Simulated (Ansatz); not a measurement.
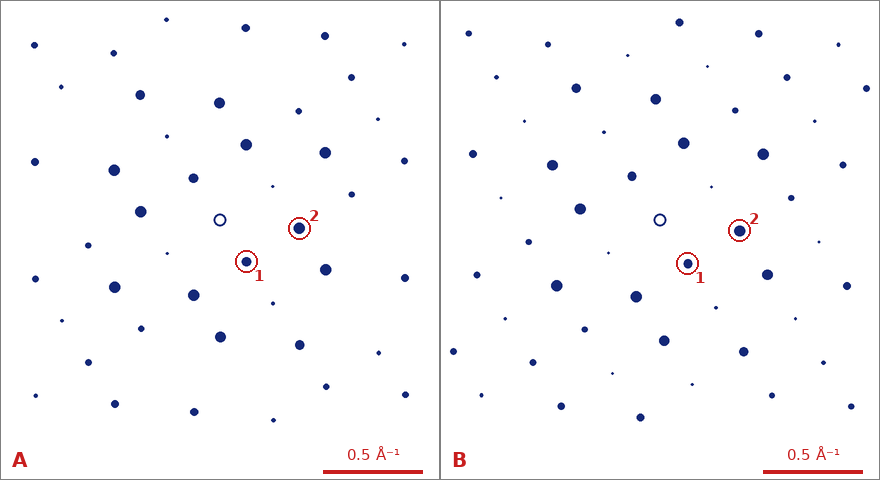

Kinematic electron diffraction patterns (200 kV, B = 0.5 Å², same scale) along [101] of the run's own cell, for the start and the end of one relaxation of CsRe with DFT PBE, scalar-relativistic, plane waves, PAW (Ansatz). k mesh 12×14×4. The start is a generated model structure, and the relaxation ends in the nearest stationary point of its symmetry, not necessarily the ground state. Spot 1 is -1 0 1 and spot 2 is -1 -1 1 in both.

Start structure:

```
Cs Re
1.0
     4.27199    0.00000    0.00000
     0.00000    3.14468    0.00000
     0.00000    0.00000   10.91234
Cs Re
2 2
Direct
  0.75000 0.00000 0.73156
  0.25000 0.00000 0.26844
  0.75000 0.50000 0.04966
  0.25000 0.50000 0.95034
```

Which pattern belongs to the start structure, and which to the relaxed one?

Answer. A is the start: its cell gives d(1) = 3.978 Å, d(2) = 2.467 Å and an angle of 51.7°. B is the relaxed structure, with d(1) = 3.776 Å (-5.1 %), d(2) = 2.445 Å (-0.9 %) and 49.6°.

Summarise the relaxation behind the change.

Answer. The volume changed by +1.3 % to 37.11 Å³ an atom; with the mean shift removed, the atoms moved by up to 0.06 Å relative to the cell (Cs most); the space group stayed Pmma (No. 51); the free energy fell by 15 meV an atom. Relaxed cell: a = 3.994 Å, b = 3.209 Å, c = 11.580 Å, α = 90.00°, β = 90.00°, γ = 90.00°.
